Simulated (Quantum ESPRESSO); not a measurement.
# Near-edge structure at the Zn K edge of KZnF3 (Pm-3m), part 2 of 3

What does one-electron theory with a core hole give for the Zn K edge of KZnF3 (Pm-3m)?

Quantum ESPRESSO 7.5; X-ray absorption near-edge structure, plane-wave PAW PBE, one-electron final states by a Lanczos continued fraction.

So far. Step 2 (Ground state of the crystal): The mesh shows a gap of 3.91 eV, so the hole is first treated in a charged cell, without the excited electron. Step 3 (Spectrum without a core hole, Zn atom 1): Main maxima below 30 eV (height): 10.9 eV (2.43), 18.3 eV (1.13) and 23.6 eV (1.14). A K edge sees empty p states on the absorber.

## (5) The atom with a core hole

Level of this step: all-electron atom with a core hole and its PAW potential, PBE, scalar-relativistic (Quantum ESPRESSO).

The frozen core must hold the hole, so the absorber gets a data set of its own.

Zn.pbe-dn-kjpaw-1sch.ld1.in

```
&input
   title='Zn', zed=30., rel=1, iswitch=3, dft='PBE',
   config='1s1 2s2 2p6 3s2 3p6 4s2 4p1 3d10'
/
&inputp
   file_pseudopw='Zn.pbe-dn-kjpaw-1sch.UPF', author='',
   lpaw=.true.,
   pseudotype=3,
   lloc=-1,
   rcloc=1.9,
   which_augfun='PSQ',
   rmatch_augfun_nc=.true.,
   nlcc=.true.,
   new_core_ps=.true.,
   rcore=1.0,
   tm=.true.,
   zval=13,
   lgipaw_reconstruction=.true., use_paw_as_gipaw=.true.
/
6
4S  1  0  2.00  0.00  1.08  2.20  0.0
4S  1  0  0.00  6.10  1.08  2.20  0.0
4P  2  1  1.00  0.00  1.08  2.20  0.0
4P  2  1  0.00  6.30  1.08  2.20  0.0
3D  3  2  10.00  0.00  1.08  1.70  0.0
3D  3  2  0.00  -0.80  1.08  1.70  0.0
```

Run with:

```bash
ld1.x < Zn.pbe-dn-kjpaw-1sch.ld1.in > Zn.pbe-dn-kjpaw-1sch.ld1.out
```

Output:

```text
     [... banner and references ...]
PAW data will be used for GIPAW calculation
     --------------------------- All-electron run ----------------------------

     Zn
     scalar relativistic calculation

     atomic number is 30.00
     dft =PBE   lsd =0 sic =0 latt =0  beta=0.20 tr2=1.0E-14
     Exchange-correlation= PBE
                           (   1   4   3   4   0   0   0)
     mesh =1201 r(mesh) =  99.36527 a.u. xmin = -7.00 dx = 0.01250
     1 Ry =  13.60569312 eV, c = 137.03599908

     n l     nl                  e(Ry)          e(Ha)          e(eV)
     1 0     1S 1( 1.00)      -725.9322      -362.9661     -9876.8112
     2 0     2S 1( 2.00)       -90.7856       -45.3928     -1235.2011
     2 1     2P 1( 6.00)       -80.5606       -40.2803     -1096.0828
[...]
3 2     3D 1(10.00)        -1.4367        -0.7184       -19.5474

     final scf error:  3.3E-15 reached in  24 iterations

     Etot =   -2879.255214 Ry,   -1439.627607 Ha,  -39174.262869 eV

     Ekin =    2917.422695 Ry,    1458.711348 Ha,   39693.557899 eV
     Encl =   -7116.929438 Ry,   -3558.464719 Ha,  -96830.757914 eV
     Eh   =    1445.886972 Ry,     722.943486 Ha,   19672.294438 eV
     Exc  =    -125.635444 Ry,     -62.817722 Ha,   -1709.357292 eV

     normalization and overlap integrals

     s(1S/1S) =  1.000000  <r> =   0.0498  <r2> =    0.0033  r(max) =   0.0325
     s(1S/2S) = -0.004489
     s(1S/3S) = -0.001676
     s(1S/4S) = -0.000436
     s(2S/2S) =  1.000000  <r> =   0.2207  <r2> =    0.0575  r(max) =   0.1848
[...]
s(2P/2P) =  1.000000  <r> =   0.1913  <r2> =    0.0448  r(max) =   0.1475
     s(2P/3P) = -0.000806
     s(2P/4P) = -0.000140
     s(3S/3S) =  1.000000  <r> =   0.6600  <r2> =    0.5030  r(max) =   0.5691
[...]
Encl =   -7116.929438 Ry,   -3558.464719 Ha,  -96830.757914 eV
     Eh   =    1445.886972 Ry,     722.943486 Ha,   19672.294438 eV
     Exc  =    -125.635444 Ry,     -62.817722 Ha,   -1709.357292 eV

     normalization and overlap integrals

[...]
s(2S/4S) = -0.000253
     s(2P/2P) =  1.000000  <r> =   0.1913  <r2> =    0.0448  r(max) =   0.1475
     s(2P/3P) = -0.000806
     s(2P/4P) = -0.000140
     s(3S/3S) =  1.000000  <r> =   0.6600  <r2> =    0.5030  r(max) =   0.5691
     s(3S/4S) = -0.000149
     s(3P/3P) =  1.000000  <r> =   0.6807  <r2> =    0.5466  r(max) =   0.5691
     s(3P/4P) = -0.000088
     s(4S/4S) =  1.000000  <r> =   2.3737  <r2> =    6.5601  r(max) =   1.9132
     s(4P/4P) =  1.000000  <r> =   3.4137  <r2> =   14.1146  r(max) =   2.5505
     s(3D/3D) =  1.000000  <r> =   0.8069  <r2> =    0.8543  r(max) =   0.5346

     ------------------------ End of All-electron run ------------------------

     ---------------------- Testing the pseudopotential ----------------------

     Zn
     scalar relativistic calculation

     atomic number is 30.00   valence charge is 13.00
     dft = SLA  PW   PBX  PBC   lsd =0 sic =0 latt =0  beta=0.20 tr2=1.0E-14
     mesh =1201 r(mesh) =  99.36527 xmin = -7.00 dx = 0.01250

     n l     nl             e AE (Ry)        e PS (Ry)    De AE-PS (Ry)
     1 0     4S   1( 2.00)       -0.64329       -0.64329        0.00000
     2 1     4P   1( 1.00)       -0.19259       -0.19259        0.00000
     3 2     3D   1(10.00)       -1.43671       -1.43671        0.00000

     eps = 1.6E-18  iter =  4

     Etot =   -2879.255214 Ry,   -1439.627607 Ha,  -39174.262869 eV
     Etotps =  -252.820603 Ry,    -126.410302 Ha,   -3439.799540 eV

     Ekin =     270.130774 Ry,     135.065387 Ha,    3675.316414 eV
     Encl =    -543.072709 Ry,    -271.536354 Ha,   -7388.880621 eV
     Ehrt =     145.756771 Ry,      72.878385 Ha,    1983.121891 eV
     Ecxc =    -125.635439 Ry,     -62.817719 Ha,   -1709.357225 eV
     (Ecc =     -19.782576 Ry,      -9.891288 Ha,    -269.155657 eV)

     ---------------------- End of pseudopotential test ----------------------
```

Wall time 0.78 s (1 MPI rank of Intel Xeon 6975P-C (Granite Rapids), shared host); peak memory 0.13 GiB.

Removing the core electron and adding it to the valence shell costs the free atom 9695.0 eV.

## (6) Supercell with FCH, Zn atom 1

The holes are 5.7 Å apart. The excited electron is left out and a uniform background balances the charge.

scf.in

```
&control
   calculation='scf', prefix='x', pseudo_dir='../pp', outdir='tmp', tprnfor=.true.
/
&system
   ibrav=0, nat=10, ntyp=4, nbnd=46
   ecutwfc=62, ecutrho=400
   occupations='fixed'
   tot_charge=1
/
&electrons
   conv_thr=1.0e-07, electron_maxstep=120
   mixing_beta=0.5
/
ATOMIC_SPECIES
Zn0 1.0 Zn.pbe-dn-kjpaw-1sch.UPF
Zn 1.0 Zn.pbe-dn-kjpaw.UPF
K 1.0 K.pbe-spn-kjpaw.UPF
F 1.0 F.pbe-n-kjpaw.UPF
CELL_PARAMETERS angstrom
  4.05000000 0.00000000 4.05000000
  0.00000000 4.05000000 4.05000000
  -4.05000000 0.00000000 4.05000000
ATOMIC_POSITIONS crystal
Zn0  0.25000000 0.50000000 0.75000000
Zn   0.75000000 0.50000000 0.25000000
K    0.00000000 0.00000000 0.00000000
K    0.50000000 0.00000000 0.50000000
F    0.50000000 0.00000000 0.00000000
F    0.00000000 0.00000000 0.50000000
F    0.00000000 0.50000000 0.00000000
F    0.50000000 0.50000000 0.50000000
F    0.00000000 0.50000000 0.50000000
F    0.50000000 0.50000000 0.00000000
K_POINTS automatic
5 5 5 0 0 0
```

Run with:

```bash
OMP_NUM_THREADS=1 mpirun --oversubscribe --bind-to none -np 4 pw.x -nk 4 -in scf.in > scf.out
```

Output:

```text
     [... banner and references ...]
[banner, memory and clock lines left out]
using ibrav=0 with symmetry is DISCOURAGED, use correct ibrav instead

     G-vector sticks info

     bravais-lattice index     =            0
     lattice parameter (alat)  =      10.8235  a.u.
     unit-cell volume          =     896.5854 (a.u.)^3
     number of atoms/cell      =           10
     number of atomic types    =            4
     number of electrons       =        84.00
     number of Kohn-Sham states=           46
     kinetic-energy cutoff     =      62.0000  Ry
     charge density cutoff     =     400.0000  Ry
     scf convergence threshold =      1.0E-07
     mixing beta               =       0.5000
     number of iterations used =            8  plain     mixing
     Exchange-correlation= SLA  PW   PBX  PBC
                           (   1   4   3   4   0   0   0)

     celldm(1)=  10.823529  celldm(2)=   0.000000  celldm(3)=   0.000000
     celldm(4)=   0.000000  celldm(5)=   0.000000  celldm(6)=   0.000000

     crystal axes: (cart. coord. in units of alat)
               a(1) = (   0.707107   0.000000   0.707107 )
               a(2) = (   0.000000   0.707107   0.707107 )
               a(3) = (  -0.707107   0.000000   0.707107 )

     reciprocal axes: (cart. coord. in units 2 pi/alat)
               b(1) = (  0.707107 -0.707107  0.707107 )
               b(2) = (  0.000000  1.414214 -0.000000 )
               b(3) = ( -0.707107 -0.707107  0.707107 )

     PseudoPot. #1 for Zn:     Pseudo is Projector augmented-wave + core cor, Zval = 13.0

     PseudoPot. #2 for Zn:     Pseudo is Projector augmented-wave + core cor, Zval = 12.0

     ../pp/K.pbe-spn-kjpaw.UPF
[...]
total energy              =   -1080.42345879 Ry
     estimated scf accuracy    <       0.00000029 Ry

     iteration #  9     ecut=    62.00 Ry     beta= 0.50
     Davidson diagonalization with overlap
     ethr =  3.48E-10,  avg # of iterations =  4.2

     End of self-consistent calculation

          k = 0.0000 0.0000 0.0000 (  7391 PWs)   bands (ev):

   -21.9901 -21.9340 -17.5318 -17.0369 -17.0369 -17.0369 -16.9221 -16.9221
    -9.2345  -9.2345  -9.2345  -9.1964  -9.1964  -5.6555  -5.6555  -5.6555
    -5.5012  -5.5012  -5.5012  -2.7896  -0.2832  -0.2832  -0.2770  -0.2770
    -0.2770   0.3350   0.3350   0.3350   2.0103   2.0103   2.0103   2.1508
     2.1508   2.1508   2.2986   2.2986   2.2986   2.7117   2.7117   2.7117
     3.3796   3.3796   6.8013  12.4432  12.4432  12.8489

     [... bands of 9 further k-points ...]

     highest occupied, lowest unoccupied level (ev):     3.3796    6.8013

!    total energy              =   -1080.42345890 Ry
     total all-electron energy =    -10080.208837 Ry
     estimated scf accuracy    <       0.00000003 Ry

     The total energy is the sum of the following terms:
     one-electron contribution =    -350.11187787 Ry
     hartree contribution      =     243.72978819 Ry
     xc contribution           =    -176.85777282 Ry
     ewald contribution        =    -447.62459252 Ry
     one-center paw contrib.   =    -349.55900387 Ry

     convergence has been achieved in   9 iterations

     Forces acting on atoms (cartesian axes, Ry/au):

     atom    1 type  1   force =     0.00000000    0.00000000    0.00000000
     atom    2 type  2   force =     0.00000000   -0.00000000    0.00000000
     atom    3 type  3   force =    -0.00000000   -0.00000000   -0.00000000
[...]
atom    9 type  4   force =    -0.00000000   -0.00000000    0.05335867
     atom   10 type  4   force =    -0.00000000    0.00000000   -0.05335867

     Total force =     0.130702     Total SCF correction =     0.000006

     XML data file, charge density, pseudopotentials, collected wavefunctions
```

Elapsed: 25 s, on 4 MPI ranks; peak memory 0.26 GiB; 99 s of CPU time.

Energy with the hole: -137148.228 eV, cores included.

## (7) Spectrum with FCH, Zn atom 1

The Lanczos recursion gives the spectrum without computing empty bands; each polarisation needs a run of its own on the full k mesh. xe0 is set between filled and empty states, and states below it are cut. The file of filecore holds the core orbital, taken from the hole-free data set.

xspectra.in

```
&input_xspectra
   calculation='xanes_dipole', edge='K'
   prefix='x', outdir='tmp', xiabs=1, xe0=5.0905
   xonly_plot=.false., x_save_file='xanes.sav'
   xniter=3000, xcheck_conv=20, xerror=0.005
   xcoordcrys=.false., xepsilon(1)=1, xepsilon(2)=0, xepsilon(3)=0
/
&plot
   xnepoint=413, xemin=-10, xemax=45, terminator=.true., cut_occ_states=.true.
   xgamma=0.4
/
&pseudos
   filecore='../Zn.wfc'
/
&cut_occ
   cut_desmooth=0.1, cut_stepl=0.05, cut_stepu=0.05, cut_ierror=1e-5
/
5 5 5 0 0 0
```

Run with:

```bash
OMP_NUM_THREADS=1 mpirun --oversubscribe --bind-to none -np 4 xspectra.x -nk 4 -in xspectra.in > xspectra.out
```

Output:

```text
     [... banner and references ...]
Reading input_file

     calculation: xanes_dipole

     xepsilon  [cartesian coordinates]:   1.000000   0.000000   0.000000

     xonly_plot: FALSE
        => complete calculation: Lanczos + spectrum plot

     filecore (core-wavefunction file): ../Zn.wfc

     main plot parameters:
        cut_occ_states: TRUE
        gamma_mode:  constant
        -> using xgamma [eV]:  0.40
        xemin [eV]: -10.00
        xemax [eV]:  45.00
        xnepoint:  413
        xe0 [eV]:   5.090500 (energy zero read in input file)

     WARNING: variable ef_r is obsolete

                      Reading SCF save directory: x.save

     tmp/x.save/

     Exchange-correlation= PBE
                           (   1   4   3   4   0   0   0)

     G-vector sticks info

                           Getting the Fermi energy

     From SCF save directory:
        ehomo [eV]:    3.3796 (highest occupied level)
        elumo [eV]:    6.8013 (lowest occupied level)
        ef    [eV]:    3.3796

     -> ef (in eV) will be written in x_save_file

                           Energy zero of the spectrum

     -> ef will NOT be used as energy zero of the spectrum
       (because xe0 read in input file)

     G-vector sticks info

     bravais-lattice index     =            0
     lattice parameter (alat)  =      10.8235  a.u.
     unit-cell volume          =     896.5854 (a.u.)^3
     number of atoms/cell      =           10
     number of atomic types    =            4
     number of electrons       =        84.00
     number of Kohn-Sham states=           46
     kinetic-energy cutoff     =      62.0000  Ry
     charge density cutoff     =     400.0000  Ry
     Exchange-correlation= PBE
                           (   1   4   3   4   0   0   0)

     celldm(1)=  10.823529  celldm(2)=   0.000000  celldm(3)=   0.000000
     celldm(4)=   0.000000  celldm(5)=   0.000000  celldm(6)=   0.000000

     crystal axes: (cart. coord. in units of alat)
               a(1) = (   0.707107   0.000000   0.707107 )
               a(2) = (   0.000000   0.707107   0.707107 )
               a(3) = (  -0.707107   0.000000   0.707107 )

     reciprocal axes: (cart. coord. in units 2 pi/alat)
               b(1) = (  0.707107 -0.707107  0.707107 )
               b(2) = (  0.000000  1.414214 -0.000000 )
               b(3) = ( -0.707107 -0.707107  0.707107 )

     PseudoPot. #1 for Zn:     Pseudo is Projector augmented-wave + core cor, Zval = 13.0

     PseudoPot. #2 for Zn:     Pseudo is Projector augmented-wave + core cor, Zval = 12.0

     ../pp/K.pbe-spn-kjpaw.UPF
     Pseudo is Projector augmented-wave + core cor, Zval =  9.0
     Shape of augmentation charge: PSQ
     Using radial grid of 1165 points,  6 beta functions with:
                l(1) =   0
                l(2) =   0
                l(3) =   1
                l(4) =   1
                l(5) =   2
                l(6) =   2
     Q(r) pseudized with 0 coefficients

     ../pp/F.pbe-n-kjpaw.UPF
     Pseudo is Projector augmented-wave + core cor, Zval =  7.0
     Shape of augmentation charge: PSQ
     Using radial grid of 1105 points,  4 beta functions with:
                l(1) =   0
                l(2) =   0
                l(3) =   1
                l(4) =   1
     Q(r) pseudized with 0 coefficients

     atomic species   valence    mass     pseudopotential
     Zn0              13.00     1.00000     Zn( 1.00)
     Zn               12.00     1.00000     Zn( 1.00)
     K                 9.00     1.00000     K ( 1.00)
     F                 7.00     1.00000     F ( 1.00)

     48 Sym. Ops., with inversion, found

   Cartesian axes

     site n.     atom                  positions (alat units)
         1        Zn0    tau(   1) = (  -0.3535534   0.3535534   1.0606602  )
         2        Zn     tau(   2) = (   0.3535534   0.3535534   1.0606602  )
         3        K      tau(   3) = (   0.0000000   0.0000000   0.0000000  )
         4        K      tau(   4) = (   0.0000000   0.0000000   0.7071068  )
[...]
7        F      tau(   7) = (   0.0000000   0.3535534   0.3535534  )
         8        F      tau(   8) = (   0.0000000   0.3535534   1.0606602  )
         9        F      tau(   9) = (  -0.3535534   0.3535534   0.7071068  )
        10        F      tau(  10) = (   0.3535534   0.3535534   0.7071068  )

     number of k points=   125

     Number of k-points >= 100: set verbosity='high' to print them.

     Dense  grid:   121125 G-vectors     FFT dimensions: (  72,  72,  72)

     Smooth grid:    58887 G-vectors     FFT dimensions: (  60,  60,  60)

     The potential is recalculated from file :
     tmp/x.save/charge-density

     Starting wfcs are   58 atomic wfcs
     Checking if some PAW data can be deallocated...

               Reading core wavefunction file for the absorbing atom

     ../Zn.wfc successfully read

                              Attributing the PAW radii
                     for the absorbing atom [units: Bohr radius]

        PAW proj 1: r_paw(l= 0)= 3.30  (1.5*r_cut)
        PAW proj 2: r_paw(l= 0)= 3.30  (1.5*r_cut)
        PAW proj 3: r_paw(l= 1)= 3.30  (1.5*r_cut)
        PAW proj 4: r_paw(l= 1)= 3.30  (1.5*r_cut)
        PAW proj 5: r_paw(l= 2)= 2.55  (1.5*r_cut)
        PAW proj 6: r_paw(l= 2)= 2.55  (1.5*r_cut)

        NB: The calculation will not necessary use all these r_paw values.
            - For a edge in the electric-dipole approximation,
              only the r_paw(l=1) values are used.
            - For a K edge in the electric-quadrupole approximation,
              only the r_paw(l=2) values are used.

            - For a L2 or L3 edge in the electric-quadrupole approximation,

              all projectors (s, p and d) are used.

                          Starting XANES calculation
                     in the electric dipole approximation

     Method of calculation based on the Lanczos recursion algorithm
        - STEP 1: Construction of a kpoint-dependent Lanczos basis,
          in which the Hamiltonian is tridiagonal (each 'iter'
          corresponds to the calculation of one more Lanczos vector)
        - STEP 2: Calculation of the cross-section as a continued fraction
          averaged over the k-points.

     ... Begin STEP 1 ...

        Radial transition matrix element(s) used in the calculation of the
        initial vector of the Lanczos basis (|tilde{phi}_abs> normalized)
        | For PAW proj. (l=1) #1: radial matrix element =   0.003291595
        | For PAW proj. (l=1) #2: radial matrix element =   0.006463622

NB: the    32 k-point are not all listed below because npool=  4
        |-------------------------------------------------------------
        ! k-point #     1:  ( 0.0000,  0.0000,  0.0000),  0.0160,   1
        |-------------------------------------------------------------
 okvan= T
        |   Norm of the initial Lanczos vector: 0.48234754E-02
        |   Estimated error at iter     20:   1.01048939
        |   Estimated error at iter     40:   0.63652944
        |   Estimated error at iter     60:   0.86829498
        |   Estimated error at iter     80:   0.15933677
        |   Estimated error at iter    100:   0.20226548
        !   => CONVERGED at iter    120 with error=  0.00089210
        |-------------------------------------------------------------
        ! k-point #     2:  (-0.1414, -0.1414,  0.1414),  0.0160,   1
        |-------------------------------------------------------------
 okvan= T
        |   Norm of the initial Lanczos vector: 0.48234794E-02
[...]
!   => CONVERGED at iter    540 with error=  0.00115806
        |-------------------------------------------------------------
     [... 29 further k-points ...]
        ! k-point #    32:  ( 0.0000,  0.0000,  0.2828),  0.0160,   1
        |-------------------------------------------------------------
 okvan= T
        |   Norm of the initial Lanczos vector: 0.48234862E-02
[...]
|   Estimated error at iter    220:   0.06758692
        |   Estimated error at iter    240:   0.02807536
        |   Estimated error at iter    260:   0.00805236
        !   => CONVERGED at iter    280 with error=  0.00459975

     Results of STEP 1 successfully written in x_save_file
     x_save_file name:
     ->  xanes.sav
     x_save_file version:  2

     ... End STEP 1 ...

     ... Begin STEP 2 ...

     The spectrum is calculated using the following parameters:
        xe0 [eV]:    5.0905
        the occupied states are elimintate from the spectrum
        xemin [eV]: -10.00
        xemax [eV]:  45.00
        xnepoint:  413
        constant broadening parameter [eV]:    0.400
        Core level energy [eV]:  -9659.
         (from electron binding energy of neutral atoms in X-ray data booklet)

     Cross-section successfully written in xanes.dat

     ... End STEP 2 ...

                                END JOB XSpectra
```

Wall time 73 s (4 MPI ranks); peak memory 0.21 GiB; 4.8 min of CPU time.

The Zn K spectrum, Zn atom 1, full core hole (charged cell) (energy from the lowest empty level; intensity scaled to a mean of 1 over the first 20 eV; folded afterwards to Lorentzian half width 0.83 eV up to 4 eV, rising linearly to 1.75 eV at 25 eV; the points at xe0, where the cut of filled states can leave a spike, are interpolated):

```
E (eV)  intensity
  -2.0       0.07
  -0.5       0.09
   1.0       0.14
   2.5       0.23
   4.0       0.56
   5.5       1.02
   7.0       1.79
   8.5       1.66
  10.0       2.17
  11.5       1.77
  13.0       1.05
  14.5       0.76
  16.0       0.57
  17.5       0.64
  19.0       0.86
  20.5       0.77
  22.0       0.69
  23.5       0.81
  25.0       0.89
  26.5       0.70
  28.0       0.54
  29.5       0.49
  31.0       0.51
```

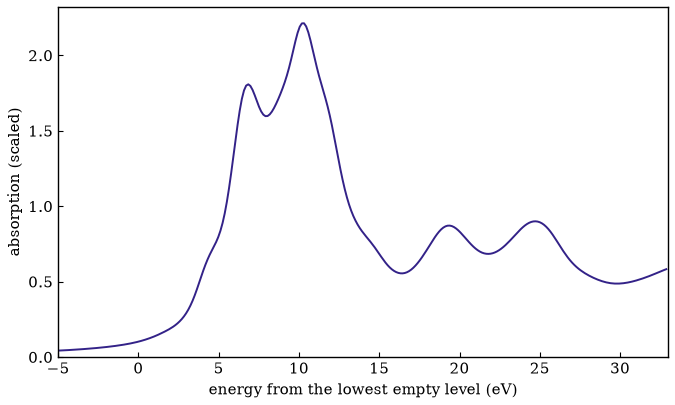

The Zn K edge, Zn atom 1, full core hole (charged cell): main maxima at 6.8, 10.3 and 24.7 eV.

Main maxima below 30 eV (height): 6.8 eV (1.81), 10.3 eV (2.21), 19.4 eV (0.87) and 24.7 eV (0.90). 

The hole costs E(hole) − E(ground) = 9688.94 eV, and the lowest empty level of the hole cell lies at 6.80 eV, which puts the zero at 9695.74 eV. One term is added: -30.96 eV, since the hole is spin-paired here and a spin-polarised one costs that much less in the free atom (computed apart). The photon energy is then 9664.78 eV. The tabulated edge of the element is 9659 eV. The functional and the charged cell's background leave an error of a few eV in such absolute values.

[end of part 2 of 3]

[Banner, clock and machine lines of the logs are left out without a mark of their own.]

[Logs are printed without paths, hosts, clocks, repeated set-up lines and the standing remarks that a program may print on its own settings, such as how far it seeks lower states.]

[Hosts, paths, dates, database ids (printed as entryN), source tags and the programs' standing remarks are cut or masked in the printed files.]

[Lists of maxima count a maximum above −3 eV only where it reaches 4 % of the highest in the window and stands out from its surroundings by 2 % of it (1.5 % where it reaches 55 %); shoulders and weaker maxima are passed over, and of the rest the first, up to two pre-edge ones and the few strongest are named.]
